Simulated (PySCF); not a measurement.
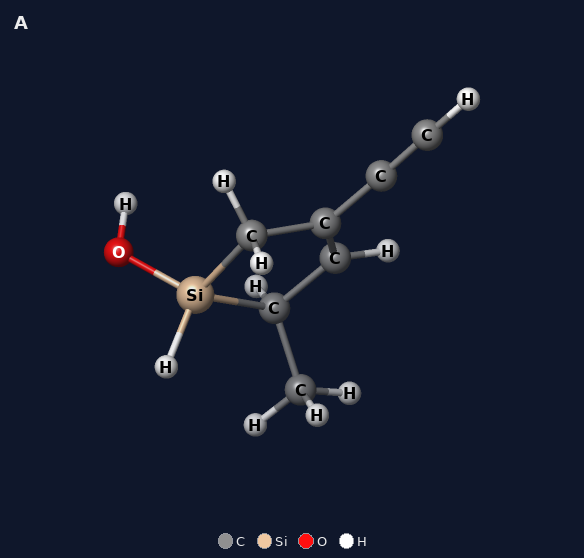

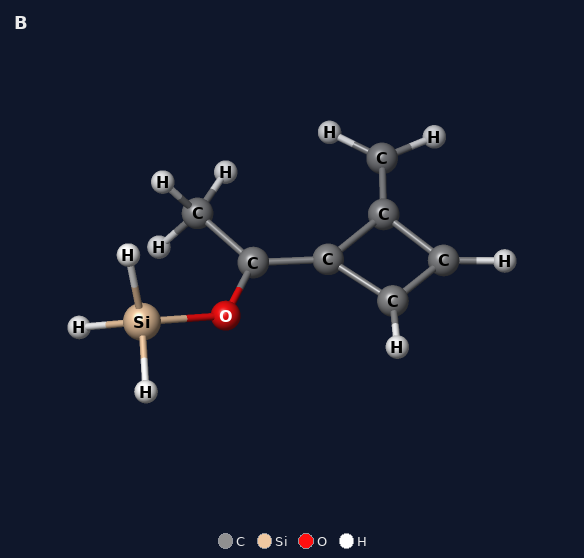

2 stationary structures of one formula. Geometries: PBE0-D3(BJ)/def2-SVP. Electronic energies: PBE0-D3(BJ)/def2-SVP (PySCF 2.14.0), without zero-point energy. No frequency run is at hand to confirm each as a minimum. Each is one conformer, not always the lowest.

Are they conformers, stereoisomers or constitutional isomers?

Answer. They are constitutional isomers of C7H10OSi: A `C#CC1=C[C@@H](C)[Si@H](O)C1`, B `C=C1C=C/C1=C(/C)O[SiH3]`.

Rank them by energy, lowest first.

Answer. A is lowest; B lies 1.144 eV above it.
